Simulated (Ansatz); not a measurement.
The starting structures come from a database of crystals and need not be the phases stable at ambient conditions.

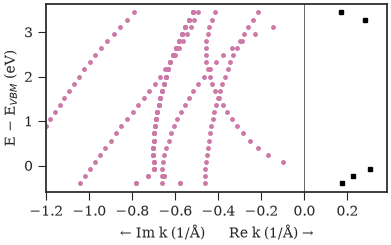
Fig. 1. Complex bands at the centre of the two-dimensional zone; r2SCAN in Ansatz (a quantum-chemistry and plane-wave program)

The gap is the functional's own. No spin-orbit coupling. Mid-gap values are interpolated on the energy grid.

Question: This is BaHI (P4/nmm, not sure to be the ambient phase, 6 atoms a cell, 29.7 Å³ an atom) along the normal of (001). Read off the slowest decay at the centre of the two-dimensional zone at 1.68 eV, the computed energy nearest the middle of the gap.

Answer: κ ≈ 0.39 1/Å, a decay length 1/(2κ) of the density of 1.3 Å.
